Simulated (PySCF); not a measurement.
The calculation's input:

```
{"job": {"kind": "nmr", "xc": "PBE0", "basis": "pcSseg-1"}, "charge": 0, "multiplicity": 1}
B     -2.837641    -0.493158    -0.112986
Si    -2.093730     1.215127     0.455104
B     -0.110906     1.126449     0.476838
O      0.411631    -0.093156     0.504043
C      1.792959    -0.392535     0.513285
C      2.187368    -1.082215    -0.786813
H     -3.107268    -1.342433     0.647750
H     -2.962688    -0.756374    -1.248517
H     -2.526005     2.355481    -0.389751
H     -2.565350     1.679384     1.782828
H      0.604193     2.075398     0.474742
H      1.975405    -1.058682     1.364608
H      2.377170     0.526802     0.650444
H      1.594684    -1.982880    -0.926532
H      3.239725    -1.350817    -0.759811
H      2.012857    -0.417449    -1.629971
```

Command:

```sh
OMP_NUM_THREADS=1 python probes_run.py task.json out
```

Geometry: GFN2-xTB.

These are results of PBE0/pcSseg-1, SCF density, gas phase, non-relativistic in PySCF, not measurements.

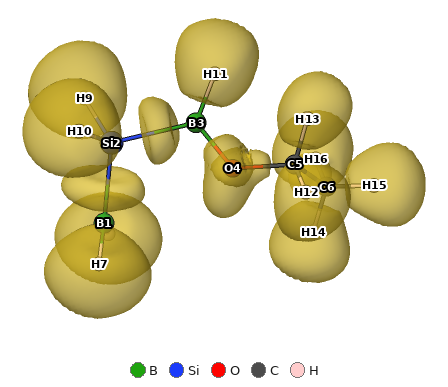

C$_{2}$H$_{10}$B$_{2}$OSi. Isosurface of the ELF at 0.75 (yellow), seen at a tilt. Only the valence region is drawn (cores and ρ < 0.01 e/Å³ removed).

Question: Identify the bonds, lone pairs and shells in this picture.

Answer: The surface consists of two regions between bonded B–Si atoms (shared pairs), one region between bonded C–C atoms (shared pairs), ten regions around hydrogen nuclei and one region on O in which the atom's valence shell and bonds are merged.

Values along the shortest contacts:
B–O (1.33 Å): the ELF peaks at about 0.90 between the atoms, as expected for a polar covalent bond. C–O (1.41 Å): the ELF peaks at about 0.90 between the atoms (a shared but strongly polarised pair).
